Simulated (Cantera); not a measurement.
Charge: 1 mol n-butane, 1.1 mol CO2, held at 56.0 bar.

Method: chemical equilibrium by Gibbs-energy minimisation in Cantera with the NASA 1993 tables (ideal gas, pure condensed phases). Candidate condensed phases: C, C6H6, C7H8, C8H18, H2O; 110 gas species. The ideal-gas law is rough above about 30 bar. Rates play no part.

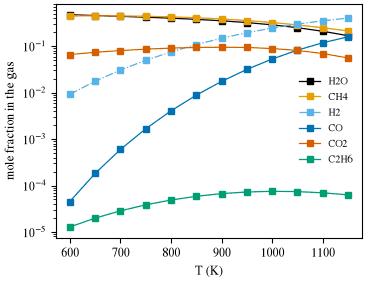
*Equilibrium gas composition (values under 1e-9 drawn at 1e-9)*

**Question.** Read off the mole fractions at 1050 K.

**Answer.** H2 about 0.30, CH4 about 0.29, H2O about 0.25, CO about 0.082, CO2 about 0.081, C2H6 about 7.4e-5.
